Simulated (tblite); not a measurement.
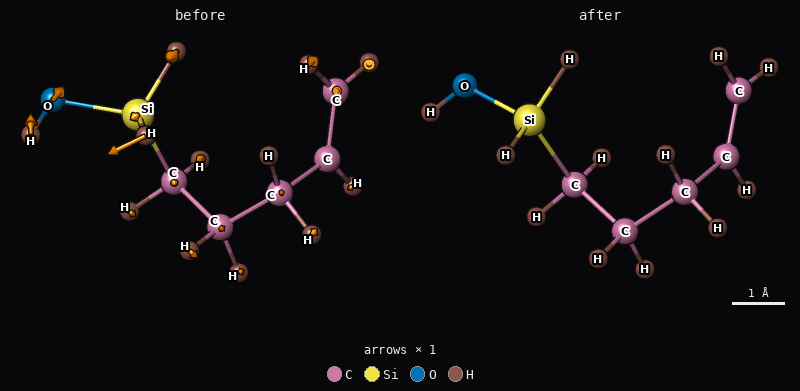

The structure of C5H12OSi before (left) and after (right) a relaxation, at one scale. The orange arrows give the displacements, at their true length.

A ball-and-stick model, seen at a tilt.

Computed with GFN2-xTB geometry optimisation, gas phase (tblite). 

What changed between the two?

Answer. An H atom moves most after the best rigid fit: 0.87 Å. Largest moves by element: H 0.87 Å, O 0.51 Å, Si 0.25 Å, C 0.23 Å. Among the contacts that change: O–Si 1.718 → 1.629 Å, C–Si 1.851 → 1.905 Å, C–C 1.481 → 1.531 Å, C–H 1.137 → 1.095 Å. Among the angles between lasting bonds that change: Si–O–H 113.6° → 122.0°, C–Si–H 105.9° → 114.3°, O–Si–H 108.5° → 100.2°. Groups turn about O–Si by about 40°, C–Si by about 25°. The energy falls by 13.4 kcal/mol in 123 geometry steps. The run took 0.97 s on 1 thread of Intel(R) Xeon(R) 6975P-C, with other jobs on the host.
